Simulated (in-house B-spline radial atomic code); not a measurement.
# RPA and GW calculation for Cr⁺

- system: Cr⁺, configuration [Ar] 3d5.
- method: RPA, second-order and SOSEX correlation energies and G0W0 (contour deformation) on a non-relativistic mean field, all electrons, B-spline basis (in-house B-spline radial atomic code)

## Input file
```
Z = 24
electrons = 23.0
configuration = [Ar] 3d5
hamiltonian = nr
method = lc_wpbe
lmax = 9
spin_polarised = True
box_radius = 23.78
intervals = 52
```

The run was one of a batch that the task file lists, launched with:
```bash
python <driver script> task.json out
```

The program writes its results to a structured record and prints no log; tables and figures of this report are taken from that record.

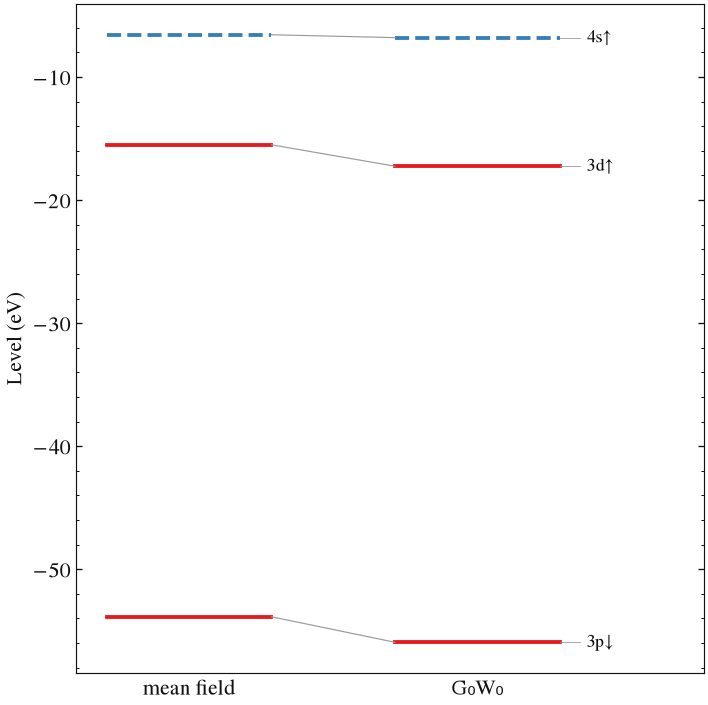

*Mean-field and G₀W₀ levels (solid occupied, dashed empty) for Cr⁺ ([Ar] 3d⁵). All-electron spherical atom, non-relativistic, LC-wPBE start, no spin-orbit coupling, Breit or QED terms; computed with a B-spline radial code. The quasi-particle equation is solved at full frequency; levels of low quasi-particle weight Z are left out. Σ columns are in eV, and Σc holds an estimate for the angular momenta beyond the basis.*

G₀W₀ moves the highest occupied level, 3d↑, from −15.51 to −17.25 eV (renormalisation factor Z = 0.91). The empty level 4s↑ goes from −6.56 to −6.80 eV.

```csv
Level,Mean field (eV),Σx − vxc (eV),Σc (eV),Z,G₀W₀ (eV)
4s↑,−6.56,0.67,−0.90,0.98,−6.80
3d↑,−15.51,−2.64,0.90,0.91,−17.25
3p↓,−53.86,−4.40,2.33,0.87,−55.93
```

## Summary

```tsv
quantity	value
outcome	converged
mean-field total energy	−1044.02582 hartree
total energy with exact exchange alone	−1043.12330 hartree
exact exchange energy	−47.57724 hartree
RPA correlation, extrapolated in the angular momentum of the empty orbitals	−1.48135 hartree
RPA correlation, as summed	−1.46810 hartree
direct second-order term	−1.72002 hartree
second-order exchange term	0.56719 hartree
SOSEX term	0.51483 hartree
hardware	1 CPU thread, shared host
wall time	3.7 s
```

## Notes

Caveats: relativity is absent.
